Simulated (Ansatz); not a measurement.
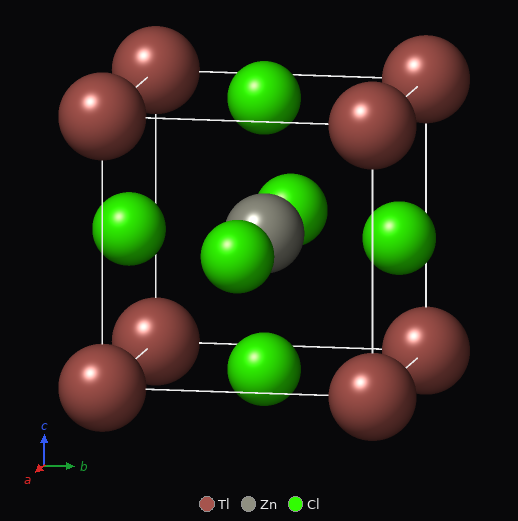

The image is a spheres-only drawing of a crystal, viewed slightly off an axis. Lines trace the edges of the conventional unit cell.

TlZnCl$_{3}$, cubic perovskite, space group Pm-3m (No. 221), a = 4.907 Å, b = 4.907 Å, c = 4.907 Å, α = 90.00°, β = 90.00°, γ = 90.00°. Starting structure: a structure type filled with these elements by a generator (whether the compound takes this form wasn't checked). Earlier steps of the study may have refined or changed the cell and positions. A calculation with Ansatz used it as input.

This one geometry was computed with Ansatz (DFT, plane waves, PAW) at three levels of theory: PBE, HSE06 and r2SCAN. It was relaxed beforehand with r2SCAN.

### Which level gives the highest pressure at this volume, and what does that say about its equilibrium volume?

Highest: PBE (1.7 GPa), which points to the largest equilibrium volume. Lowest, with the smallest volume: r2SCAN (0.0 GPa). Levels within 0.5 GPa of each other can't be told apart.

### How does the band gap change with the level of theory?

PBE: a gap of 1.63 eV, indirect; r2SCAN: a gap of 2.29 eV, indirect; HSE06: a gap of 2.93 eV, indirect.

### Collect the results in a table.

| level | cutoff (eV) | k-mesh of the run's cell | gap (eV) | pressure (GPa) |
| --- | --- | --- | --- | --- |
| PBE | 420 | 6×6×6 | 1.63 | 1.7 |
| HSE06 | 420 | 4×4×4 | 2.93 | 1.0 |
| r2SCAN | 500 | 6×6×6 | 2.29 | 0.0 |

Gaps are taken on the k-mesh or band path of each run.
